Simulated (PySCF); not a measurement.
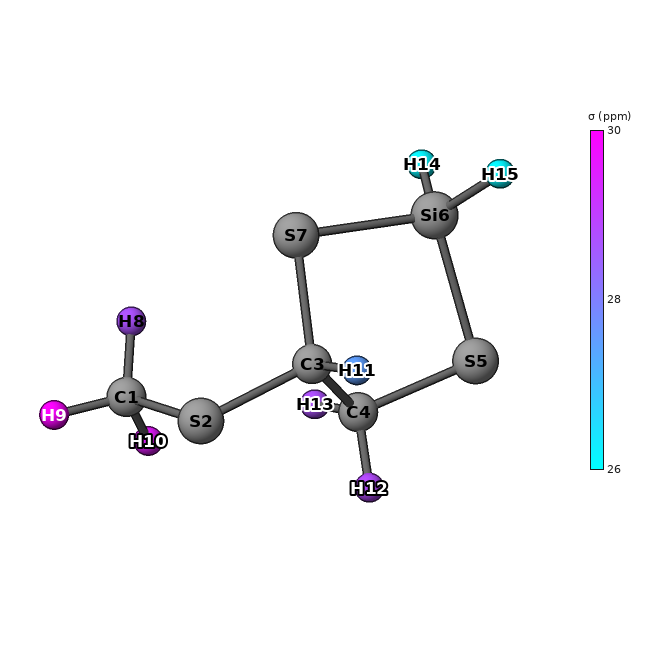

Atoms are coloured by their isotropic NMR shieldings (H only, the others grey). Computed geometry: GFN2-xTB optimisation. No frequency run is at hand to confirm it as a minimum. Method: GIAO PBE0/pcSseg-1 NMR shielding, non-relativistic, gas phase (PySCF 2.14.0).

Give the isotropic NMR shieldings of the H atoms atom by atom.

| atom | σ (ppm) |
| --- | --- |
| H8 | 28.69 |
| H9 | 29.93 |
| H10 | 29.57 |
| H11 | 27.51 |
| H12 | 28.82 |
| H13 | 28.73 |
| H14 | 26.14 |
| H15 | 26.15 |

The geometry is semi-empirical. Around Si such bond lengths and angles can be off by a tenth of an ångström or more and by several degrees, and values that hang on the shape move with them.
